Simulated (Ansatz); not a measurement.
Consider H3IInSi2 (doublet).

Input

```
crystal:
  periodic: [false, false, false]
  atoms:
    - {symbol: I, position_ang: [-1.644173, 1.123176, -1.895304]}
    - {symbol: In, position_ang: [-0.718969, 3.802850, -0.219331]}
    - {symbol: Si, position_ang: [-0.727449, 1.053831, 0.618717]}
    - {symbol: Si, position_ang: [1.019567, -0.480722, 0.492424]}
    - {symbol: H, position_ang: [-1.854255, 0.292470, 1.262425]}
    - {symbol: H, position_ang: [0.742101, -1.865544, -0.003174]}
    - {symbol: H, position_ang: [2.233390, 0.055429, -0.199367]}
basis:
  gaussian:
    orbitals: def2-TZVPD
hamiltonian:
  xc: pbe0
magnetization:
  spin_polarized: true
  initial_magnetization: 1
output: {forces: true, orbitals: {seedname: orbitals}}
```

Run with:

```sh
ansatz run input.yaml --threads 2 --pin off --max-ram 4350MiB --events-out events.jsonl --progress --plain --runs-dir runs
```

Geometry: B3LYP-D3(BJ)/def2-SVP; core potentials replace the inner electrons of I and In.

These are results of isolated molecule in a Gaussian basis; Kohn-Sham density functional theory, functional PBE0 in Ansatz, not measurements.

Predict the electron density, electron localisation function and spin density between the atoms.

Answer. Si–Si (2.33 Å): the density is about 0.61 e/Å³ at the midpoint; the ELF peaks at about 0.95 between the atoms, as expected for a shared electron pair.
In–Si (2.87 Å): ρ is about 0.28 e/Å³ halfway; the ELF peaks at about 0.90 in the valence shell of Si, 1.1 Å from its nucleus, and drops to about 0.20 between the two atoms.
Si–H (1.50 Å): ρ is about 0.78 e/Å³ halfway; the ELF climbs to about 1 towards the hydrogen, as it does in any bond to H.
The unpaired spin (1 electron) lies mostly on Si4 (about 0.8), I1 (about 0.1) and Si3 (about 0.1), in electrons by Hirshfeld's partition.

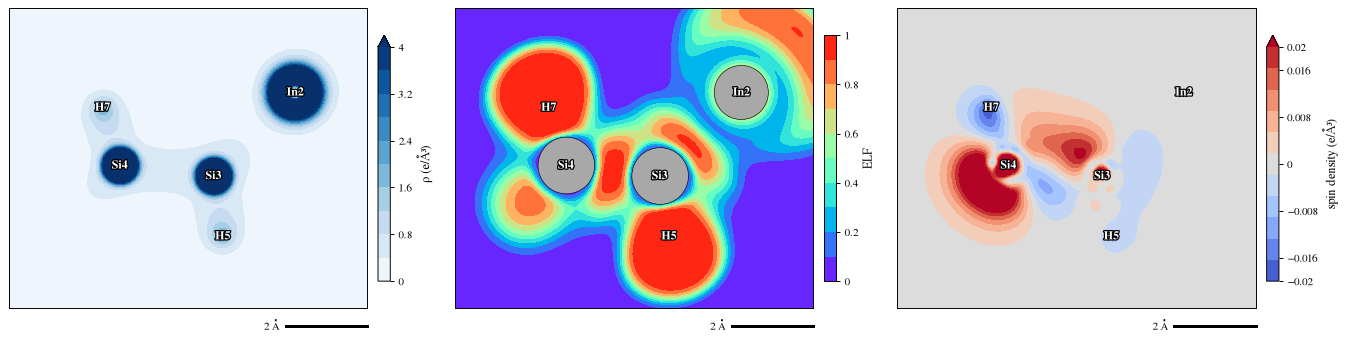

Computed electron density, electron localisation function and spin density on the plane of atoms In2, Si3 and Si4, in this order. Grey discs cover the atomic cores in the ELF map. 
